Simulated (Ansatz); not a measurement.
**One shape, several levels: GeH4 (germane)**

Aim: a comparison of 6 runs (HF/STO-3G, HF/3-21G, B3LYP/6-31G*, PBE0/def2-SVP, B3LYP/6-311G**, B3LYP/aug-cc-pVDZ) of GeH4 (germane). 

The results are computed with Ansatz 0.2.0.

6 further runs of the same task are left out: 1 for a known fault of the program, 1 that didn't finish, 4 set aside as unsound or not needed.

### 1 The structure to begin with

GeH4: 5 atoms, total charge 0, spin state singlet. SMILES: `[GeH4]`. The coordinates come from a PBE0-D4/def2-TZVP relaxation.

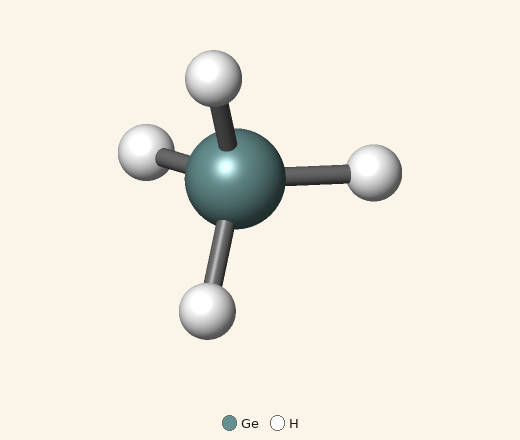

Viewed from a chosen angle; germanium teal, hydrogen white.

### 2 Energy and gradient at HF/STO-3G (run 1)

Contents of input.yaml:

```yaml
crystal:
  periodic: [false, false, false]
  atoms:
    - {symbol: Ge, position_ang: [0.000100, 0.000100, -0.000000]}
    - {symbol: H, position_ang: [1.148100, -0.756300, 0.680600]}
    - {symbol: H, position_ang: [-1.238800, -0.030000, 0.904200]}
    - {symbol: H, position_ang: [-0.329200, -0.669100, -1.340600]}
    - {symbol: H, position_ang: [0.419800, 1.455400, -0.244100]}
basis:
  gaussian:
    orbitals: STO-3G
hamiltonian:
  xc: hf
accuracy: high
output:
  forces: true
  orbitals: {seedname: orbitals}
```

Command:

```sh
$ ansatz run input.yaml --threads 1 --pin off --max-ram 2610MiB --events-out events.jsonl --progress --plain --runs-dir runs
```

What it wrote:

```text
Warning: RAYON_NUM_THREADS=1 ignored (pool sized by the plan → 1); use --threads N
Functional definition: HF
  name "HF"
  exchange = exact_x
  correlation = 0
288 factors; integrals over basis functions are off by at most 3.8e-9 eV
mean field evaluation 1: about -55894.0222 eV, gradient 5.5e0 eV
mean field evaluation 2: about -55894.0187 eV, gradient 5.5e0 eV
mean field evaluation 4: about -55894.1963 eV, gradient 1.5e-1 eV
mean field evaluation 8: about -55894.1965 eV, gradient 8.3e-5 eV
mean field -55894.19649092 eV, -2054.0738345940 hartree, gradient 2.4e-8 eV, S^2 0.000000; 0 other end points of the search recorded, 0 dependent functions left out
the calculation of the forces begins
reference -55894.19649092 eV, -2054.0738345940 hartree; 18, 18 occupied and 4, 4 virtual orbitals, 288 factors
Total energy: -55894.19649092 eV, -2054.0738345940 hartree
Atom 0 at     0.000100     0.000100    -0.000000 Å, force    -0.002197    -0.000800    -0.000241 eV/Å
Atom 1 at     1.148100    -0.756300     0.680600 Å, force    -1.528663     1.008473    -0.906844 eV/Å
Atom 2 at    -1.238800    -0.030000     0.904200 Å, force     1.650644     0.040591    -1.204606 eV/Å
Atom 3 at    -0.329200    -0.669100    -1.340600 Å, force     0.439288     0.892490     1.786305 eV/Å
Atom 4 at     0.419800     1.455400    -0.244100 Å, force    -0.559072    -1.940754     0.325386 eV/Å
Dipole moment:     0.000120     0.000112    -0.000035 e Å
```

Wall time 0.22 s (1 thread of Arm Neoverse V1, shared host).

### 3 Energy and gradient at HF/3-21G (run 2)

Contents of job.yaml:

```yaml
crystal:
  periodic: [false, false, false]
  atoms:
    - {symbol: Ge, position_ang: [0.000100, 0.000100, -0.000000]}
    - {symbol: H, position_ang: [1.148100, -0.756300, 0.680600]}
    - {symbol: H, position_ang: [-1.238800, -0.030000, 0.904200]}
    - {symbol: H, position_ang: [-0.329200, -0.669100, -1.340600]}
    - {symbol: H, position_ang: [0.419800, 1.455400, -0.244100]}
basis:
  gaussian:
    orbitals: 3-21G-spherical.json
hamiltonian:
  xc: hf
accuracy: high
output: {forces: true, orbitals: {seedname: orbitals}}
```

The basis set 3-21G is read from a file made from the Basis Set Exchange's data (not shown).

Command:

```sh
$ ansatz run job.yaml --threads 1 --pin off --max-ram 2610MiB --events-out events.jsonl --progress --plain --runs-dir runs
```

What it wrote, shortened:

```text
Warning: RAYON_NUM_THREADS=1 ignored (pool sized by the plan → 1); use --threads N
Functional definition: HF
  name "HF"
[...]
465 factors; integrals over basis functions are off by at most 4.0e-9 eV
[...]
mean field -56262.79382215 eV, -2067.6195366727 hartree, gradient 1.8e-8 eV, S^2 0.000000; 0 other end points of the search recorded, 0 dependent functions left out
[...]
reference -56262.79382215 eV, -2067.6195366727 hartree; 18, 18 occupied and 12, 12 virtual orbitals, 465 factors
Total energy: -56262.79382215 eV, -2067.6195366727 hartree
Atom 0 at     0.000100     0.000100    -0.000000 Å, force    -0.001283     0.000145    -0.000577 eV/Å
Atom 1 at     1.148100    -0.756300     0.680600 Å, force     0.033572    -0.021012     0.019389 eV/Å
Atom 2 at    -1.238800    -0.030000     0.904200 Å, force    -0.035359    -0.000396     0.025902 eV/Å
Atom 3 at    -0.329200    -0.669100    -1.340600 Å, force    -0.008852    -0.018225    -0.037962 eV/Å
Atom 4 at     0.419800     1.455400    -0.244100 Å, force     0.011921     0.039488    -0.006752 eV/Å
Dipole moment:     0.000141     0.000101    -0.000020 e Å
```

Run time: 0.26 s. Hardware: 1 thread of Arm Neoverse V1, shared host.

Runs 3 to 5 aren't shown in full; the table further down has their settings and results.

### 4 Energy and forces at B3LYP/aug-cc-pVDZ (run 6)

Changes to job.yaml since step 3:

```diff
@@ -9,7 +9,5 @@
 basis:
-  gaussian:
-    orbitals: 3-21G-spherical.json
-hamiltonian:
-  xc: hf
+  gaussian: {orbitals: aug-cc-pVDZ}
+output: {forces: true, orbitals: {seedname: orbitals}}
 accuracy: high
-output: {forces: true, orbitals: {seedname: orbitals}}
+hamiltonian: {xc: {name: B3LYP}}
```

Command:

```sh
$ ansatz run job.yaml --threads 1 --pin off --max-ram 2610MiB --events-out events.jsonl --progress --plain --runs-dir runs
```

What it wrote, shortened:

```text
Warning: RAYON_NUM_THREADS=1 ignored (pool sized by the plan → 1); use --threads N
Functional definition: B3LYP
  name "B3LYP"
[...]
1457 factors; integrals over basis functions are off by at most 4.4e-9 eV
[...]
mean field -56583.51725229 eV, -2079.4059053363 hartree, gradient 2.3e-8 eV, S^2 0.000000; 0 other end points of the search recorded, 0 dependent functions left out
[...]
reference -56583.51728824 eV, -2079.4059066574 hartree; 18, 18 occupied and 54, 54 virtual orbitals, 1457 factors
Total energy: -56583.51728824 eV, -2079.4059066574 hartree
Atom 0 at     0.000100     0.000100    -0.000000 Å, force    -0.001035     0.000431    -0.000688 eV/Å
Atom 1 at     1.148100    -0.756300     0.680600 Å, force     0.081921    -0.053060     0.048155 eV/Å
Atom 2 at    -1.238800    -0.030000     0.904200 Å, force    -0.087617    -0.001770     0.064010 eV/Å
Atom 3 at    -0.329200    -0.669100    -1.340600 Å, force    -0.022834    -0.046551    -0.094439 eV/Å
Atom 4 at     0.419800     1.455400    -0.244100 Å, force     0.029564     0.100950    -0.017038 eV/Å
Dipole moment:     0.000095     0.000065    -0.000011 e Å
```

Run time: 7.2 s. Hardware: 1 thread of Arm Neoverse V1, shared host.

### 5 All runs side by side

| run | level | Cartesian functions | energy (Eh) | dipole moment (D) | HOMO energy (eV) | LUMO energy (eV) | wall time |
| --- | --- | --- | --- | --- | --- | --- | --- |
| 1 | HF/STO-3G | no | -2054.073835 | 0.00 | -11.22 | 13.96 | 0.22 s |
| 2 | HF/3-21G | no | -2067.619537 | 0.00 | -12.80 | 4.93 | 0.26 s |
| 3 | B3LYP/6-31G* (Cartesian functions) | yes | -2079.153220 | 0.00 | -9.38 | 1.42 | 2.7 s |
| 4 | PBE0/def2-SVP | no | -2078.855478 | 0.00 | -9.63 | 1.57 | 2.9 s |
| 5 | B3LYP/6-311G** | no | -2079.404368 | 0.00 | -9.46 | 0.75 | 3.6 s |
| 6 | B3LYP/aug-cc-pVDZ | no | -2079.405907 | 0.00 | -9.44 | -0.42 | 7.2 s |

### 6 Outcome

| quantity | value |
| --- | --- |
| run 6: total energy | -2079.40591 Eh |
| run 6: dipole moment | 0.00 D |
| run 6: HOMO energy | -9.44 eV |
| run 6: LUMO energy | -0.42 eV |
| run 6: HOMO–LUMO gap | 9.01 eV |
| run 6: largest force on an atom | 0.109 eV/Å |

What this shows: The HOMO–LUMO gap runs from 9.01 eV (B3LYP/aug-cc-pVDZ) to 25.18 eV (HF/STO-3G). The two ends differ in method and basis. Totals of different functionals can't be ranked against each other. In run 1 the basis is minimal, so the values are rough. All runs together took 17 s, the longest 7.2 s.
